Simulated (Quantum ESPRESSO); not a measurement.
A computed Te L₃-edge spectrum of one site in a crystal of Cl, La and Te. Method: Quantum ESPRESSO XSpectra, LDA, full core hole (charged cell) in a small cell, dipole transitions, broadening that rises with energy, without spin-orbit coupling.

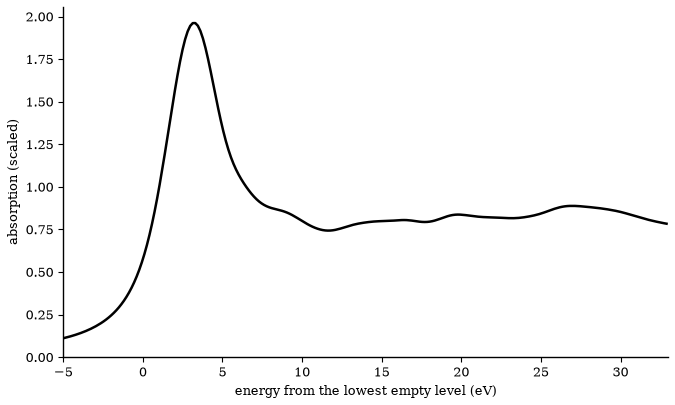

Energy from the lowest empty level; intensity scaled to a mean of 1 over the first 20 eV.

**Question.** Which coordination does this site have?

At an L edge the dipole rule selects empty d and s states; the absorber's d shell is nominally full, so the onset shows only d character mixed into the empty bands. It is atom 3 of LaTeCl (P4/nmm), with 1 La at 3.30 Å and 4 La at 3.37 Å (5-fold, site symmetry 4mm). Its main maxima below 30 eV lie at 3.3 eV (1.96) and 27.0 eV (0.89). A near-edge spectrum doesn't fix the structure by itself; it is matched against candidates. Only the L₃ part is meant: spin–orbit coupling of the core level isn't computed and the L₂ copy isn't added. The holes are only 6.4 Å apart, so the shape is probably not converged with cell size; no larger cell was run here. The structure is a computed Materials Project entry and may be a hypothetical form.

[Hosts, paths, dates, database ids (printed as entryN), source tags and the programs' standing remarks are cut or masked in the printed files.]

[Lists of maxima count a maximum above −3 eV only where it reaches 4 % of the highest in the window and stands out from its surroundings by 2 % of it (1.5 % where it reaches 55 %); shoulders and weaker maxima are passed over, and of the rest the first, up to two pre-edge ones and the few strongest are named.]
